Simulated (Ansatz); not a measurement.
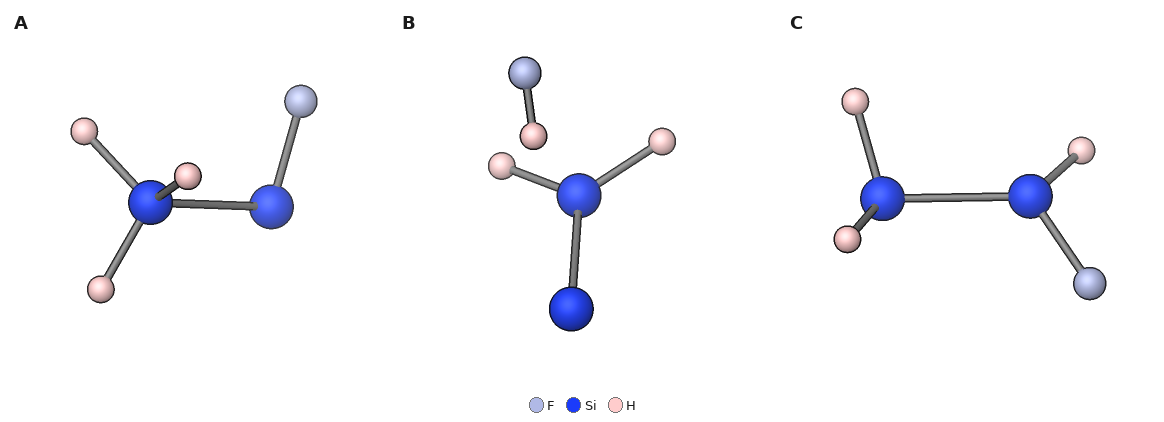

3 stationary structures of one formula. Geometries: PBE-D4/def2-SVP. Electronic energies: PBE-D4/def2-SVP (Ansatz 0.2.0), without zero-point energy. No frequency run is at hand to confirm each as a minimum.

Which is lowest in energy, and by how much?

Answer. A is lowest (Cs); C lies 0.8 kcal/mol above it (C1), B lies 60.5 kcal/mol above it (Cs).
